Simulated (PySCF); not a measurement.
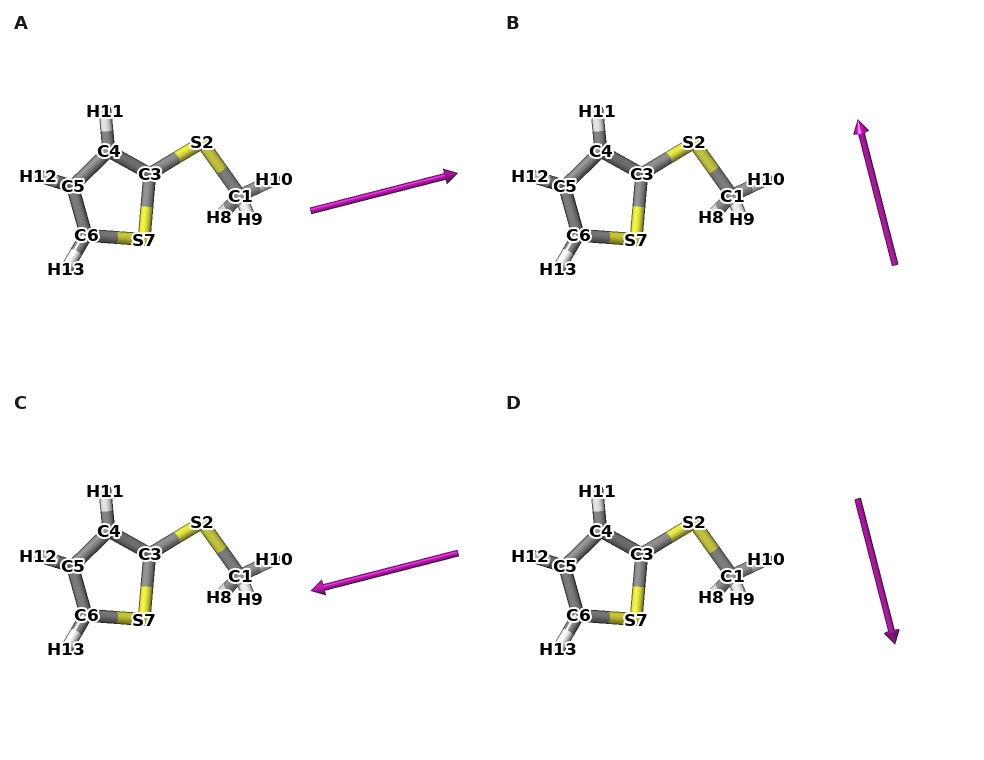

The same molecule four times, each with an arrow. The geometry was computed by an optimisation with GFN2-xTB. No frequency run is at hand to confirm it as a minimum. Level of theory: ωB97X-D/def2-SVPD, gas phase (PySCF 2.14.0).

**Which arrow points along the dipole moment, from the negative to the positive end?**

D. The dipole moment is 0.96 D; it points from the side of H11 to the side of H8, H9 (the outermost atoms at the two ends).
